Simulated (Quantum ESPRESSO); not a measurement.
# λ and ρ(T) of Ta (Im-3m) from pw.x, ph.x and EPW

How strongly do phonons scatter the electrons of Ta (Im-3m), and how dense must the meshes be?

Calculated with Quantum ESPRESSO 7.5; DFT PBE, scalar-relativistic, plane waves, PseudoDojo 0.4.1 norm-conserving pseudopotentials.

**Measured values to reproduce.**

“CRC Handbook of Chemistry and Physics, 84th edition, Electrical Resistivity of Pure Metals” (2003, CRC Press, section 12, read from Wikipedia's data page) quotes from earlier work for Ta (bulk crystal): resistivity at 300 K 13.5 μΩ cm; resistivity at 500 K 22.9 μΩ cm.

“Specific Heats and Enthalpies of Technical Solids at Low Temperatures” (1960, NBS Monograph 21, table 3) quotes from earlier work for Ta (bulk crystal): Sommerfeld coefficient γ (electronic heat capacity coefficient, an early compilation) 5.7 mJ/(mol K²).

For Ta (foil much thicker than the skin depth), “Surface-resistance measurements using superconducting stripline resonators” (2013, arxiv:1309.5331) gives, by microwave stripline resonator: superconducting transition temperature (superconducting transition seen in surface resistance) 4.5 K.

## (1) Starting point

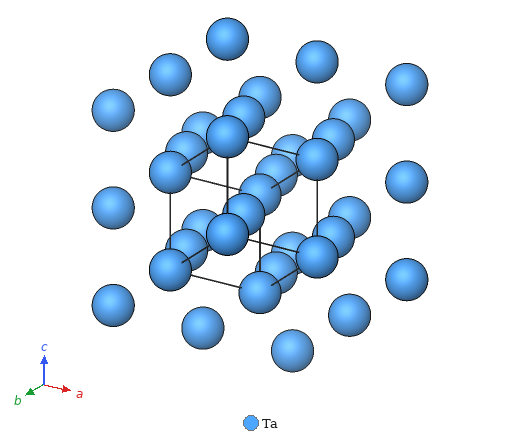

Start, viewed from a free direction; tantalum blue. 2×2×2 cells are drawn. This picture shows the conventional cell, with its axes. Some periodic images of atoms are drawn too.

## (2) Relaxation

The cell is relaxed under the functional used for all that follows.

Contents of relax.in:

```
 &control
    calculation='vc-relax',
    prefix='x',
    outdir='./tmp',
    pseudo_dir='./pseudo',
    tprnfor=.true.,
    tstress=.true.,
    etot_conv_thr=1.0d-05,
    forc_conv_thr=4.0d-04,
 /
 &system
    ibrav=0,
    nat=1,
    ntyp=1,
    ecutwfc=58.0,
    occupations='smearing',
    smearing='mv',
    degauss=0.02,
 /
 &electrons
    conv_thr=1.0d-11,
 /
 &ions
 /
 &cell
    press_conv_thr=0.4,
 /
ATOMIC_SPECIES
 Ta    180.9479  Ta.upf
CELL_PARAMETERS angstrom
    -1.651280000    1.651280000    1.651280000
     1.651280000   -1.651280000    1.651280000
     1.651280000    1.651280000   -1.651280000
ATOMIC_POSITIONS crystal
 Ta     0.000000000   0.000000000   0.000000000
K_POINTS automatic
 12 12 12 0 0 0
```

On the command line:

```
$ OMP_NUM_THREADS=1 mpirun -n 8 pw.x -nk 8 -in relax.in > relax.out
```

The program printed:

```text
Program PWSCF v.7.5

     This program is part of the open-source Quantum ESPRESSO suite
     for quantum simulation of materials; please cite
         "P. Giannozzi et al., J. Phys.:Condens. Matter 21 395502 (2009);
         "P. Giannozzi et al., J. Phys.:Condens. Matter 29 465901 (2017);
         "P. Giannozzi et al., J. Chem. Phys. 152 154105 (2020);
     in publications or presentations arising from this work. More details at

     Message from routine setup:
     using ibrav=0 with symmetry is DISCOURAGED, use correct ibrav instead

     G-vector sticks info
     --------------------
     sticks:   dense  smooth     PW     G-vecs:    dense   smooth      PW
     Sum         507     507    197                 7155     7155    1721

     Using Slab Decomposition

     bravais-lattice index     =            0
     lattice parameter (alat)  =       5.4048  a.u.
     unit-cell volume          =     121.5399 (a.u.)^3
     number of atoms/cell      =            1
     number of atomic types    =            1
     number of electrons       =        13.00
     number of Kohn-Sham states=           11
     kinetic-energy cutoff     =      58.0000  Ry
     charge density cutoff     =     232.0000  Ry
     scf convergence threshold =      1.0E-11
     mixing beta               =       0.7000
     number of iterations used =            8  plain     mixing
     energy convergence thresh.=      1.0E-05
     force convergence thresh. =      4.0E-04
     press convergence thresh. =      4.0E-01
     Exchange-correlation= PBE
                           (   1   4   3   4   0   0   0)
     nstep                     =           50

     celldm(1)=   5.404807  celldm(2)=   0.000000  celldm(3)=   0.000000
     celldm(4)=   0.000000  celldm(5)=   0.000000  celldm(6)=   0.000000

     crystal axes: (cart. coord. in units of alat)
               a(1) = (  -0.577350   0.577350   0.577350 )
               a(2) = (   0.577350  -0.577350   0.577350 )
               a(3) = (   0.577350   0.577350  -0.577350 )
[...]
number of Kohn-Sham states=           11
     number of k points=    72  Marzari-Vanderbilt smearing, width (Ry)=  0.0200
     estimated scf accuracy    <       0.02316611 Ry
     estimated scf accuracy    <       0.00070956 Ry
     estimated scf accuracy    <       0.00004376 Ry
     estimated scf accuracy    <       0.00000044 Ry
     estimated scf accuracy    <       0.00000001 Ry
     estimated scf accuracy    <          1.5E-10 Ry
     estimated scf accuracy    <       0.00004646 Ry
     estimated scf accuracy    <       0.00000045 Ry
     estimated scf accuracy    <       0.00000002 Ry
     estimated scf accuracy    <          1.4E-10 Ry
     estimated scf accuracy    <          1.1E-12 Ry
     the Fermi energy is    18.1863 ev
!    total energy              =    -130.20658400 Ry
     estimated scf accuracy    <          8.9E-14 Ry
     convergence has been achieved in   8 iterations
          total   stress  (Ry/bohr**3)                   (kbar)     P=        0.05
   JOB DONE.
```

Elapsed: 11 s, on 8 MPI ranks of Arm Neoverse N1, shared host; 85 s of CPU time.

This step gave:

| Property | Result |
| --- | --- |
| free energy | -1771.5508 eV |
| pressure | 0.005 GPa |
| volume per atom | 18.25 Å³/atom |

The volume ends at 18.25 Å³ an atom, +1.3 % from the start.

## (3) Ground state

Linear response needs a tightly converged ground state.

Contents of scf.in:

```
 &control
    calculation='scf',
    prefix='x',
    outdir='./tmp',
    pseudo_dir='./pseudo',
    tprnfor=.true.,
    tstress=.true.,
 /
 &system
    ibrav=0,
    nat=1,
    ntyp=1,
    ecutwfc=58.0,
    occupations='smearing',
    smearing='mv',
    degauss=0.02,
 /
 &electrons
    conv_thr=1.0d-12,
 /
ATOMIC_SPECIES
 Ta    180.9479  Ta.upf
CELL_PARAMETERS angstrom
    -1.658507900    1.658507900    1.658507900
     1.658507900   -1.658507900    1.658507900
     1.658507900    1.658507900   -1.658507900
ATOMIC_POSITIONS crystal
 Ta     0.000000000   0.000000000   0.000000000
K_POINTS automatic
 12 12 12 0 0 0
```

On the command line:

```
$ OMP_NUM_THREADS=1 mpirun -n 8 pw.x -nk 8 -in scf.in > scf.out
```

The program printed:

```text
[banner, memory and clock lines left out]
[...]
number of Kohn-Sham states=           11
     number of k points=    72  Marzari-Vanderbilt smearing, width (Ry)=  0.0200
     estimated scf accuracy    <       0.02410848 Ry
     estimated scf accuracy    <       0.00075496 Ry
     estimated scf accuracy    <       0.00004525 Ry
     estimated scf accuracy    <       0.00000043 Ry
     estimated scf accuracy    <       0.00000001 Ry
     estimated scf accuracy    <          1.9E-10 Ry
     estimated scf accuracy    <          1.7E-12 Ry
     the Fermi energy is    18.1863 ev
!    total energy              =    -130.20658400 Ry
     estimated scf accuracy    <          2.7E-13 Ry
     convergence has been achieved in   8 iterations
          total   stress  (Ry/bohr**3)                   (kbar)     P=        0.06
```

It took 3.8 s on 8 MPI ranks; 29 s of CPU time.

This step gave:

```
Fermi energy : 18.19 eV
pressure     : 0.006000 GPa
```

The Fermi level lies at 18.19 eV and the pressure is 0.0060 GPa.

[end of part 1 of 4]

[The logs of pw.x and epw.x are selected lines.]

[Logs are printed without paths, hosts, clocks, repeated set-up lines and the standing remarks that a program may print on its own settings, such as how far it seeks lower states.]

[Hosts, paths, dates, database ids (printed as entryN), source tags and the programs' standing remarks are cut or masked in the printed files.]
